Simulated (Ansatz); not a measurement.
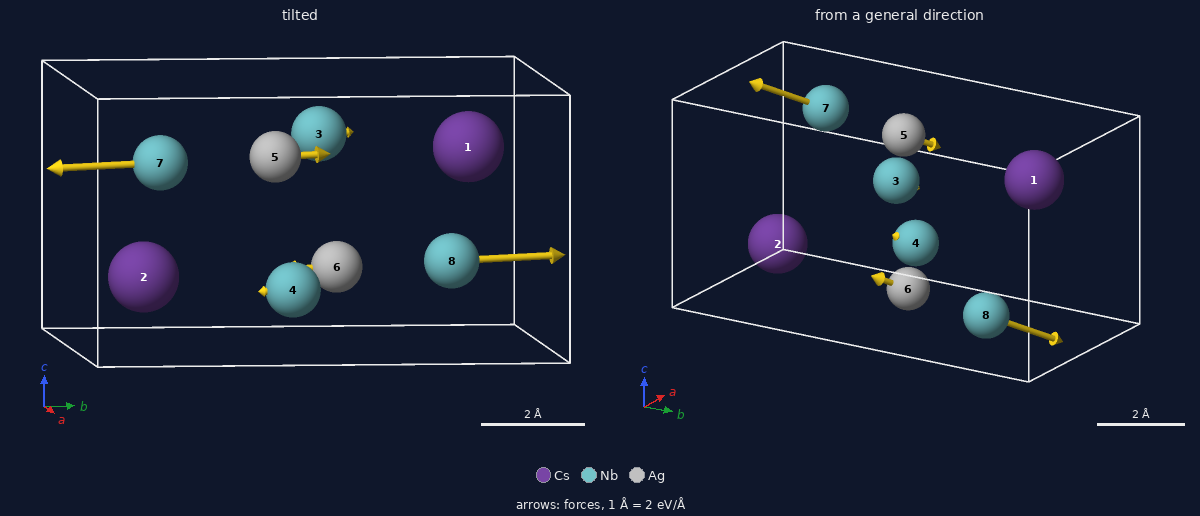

View slightly off an axis and from a general direction, drawn as a spheres-only model. The edges of the simulation cell are marked. The arrows are the computed forces on the atoms.

System: CsNb$_{2}$Ag. Setup: Ansatz 0.2.0, DFT, PAW plane waves, r2SCAN; plane waves to 500 eV, an 8×8×6 mesh of k-points, Fermi-Dirac smearing of 0.1 eV, no spin polarisation.

### Is the structure at rest?

No. The atoms still feel forces of up to about 3.6 eV/Å, far above a usual threshold of 0.01 to 0.03 eV/Å.

### Which atom carries the strongest force?

Nb7 and Nb8, about 3.6 eV/Å.

Provenance: a generated cell, made by putting these elements into a known structure type (the compound may or may not exist in this form); not relaxed. A calculation with Ansatz used it as input.
